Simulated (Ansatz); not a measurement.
**ZrS2: thickness series**

Take ZrS2 in the CdI2 type structure (space group P-3m1, No. 164; layered, stacked along the Cartesian z axis) as the base.

```
CELL_PARAMETERS angstrom
      3.57807     0.00000     0.00000
     -1.78903     3.09870     0.00000
      0.00000     0.00000     5.53982
ATOMIC_POSITIONS crystal
  Zr 0.00000 0.00000 0.00000
  S  0.33333 0.66667 0.26475
  S  0.66667 0.33333 0.73525
```

Free-standing slabs (3 atom(s) a layer) normal to the stacking axis with 15 Å of vacuum; in-plane cell relaxed.

Method: PBEsol-D3(BJ) in Ansatz (plane waves to 420 eV, PAW, spin-orbit coupling left out).

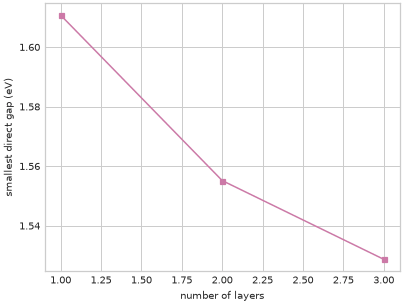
Fig. 1. Smallest direct gap against number of layers

```
number of layers  smallest direct gap
----------------  -------------------
1                             1.61 eV
2                             1.56 eV
3                             1.53 eV
```

No phonon test of stability was made.

Ansatz is a program for electronic structure.
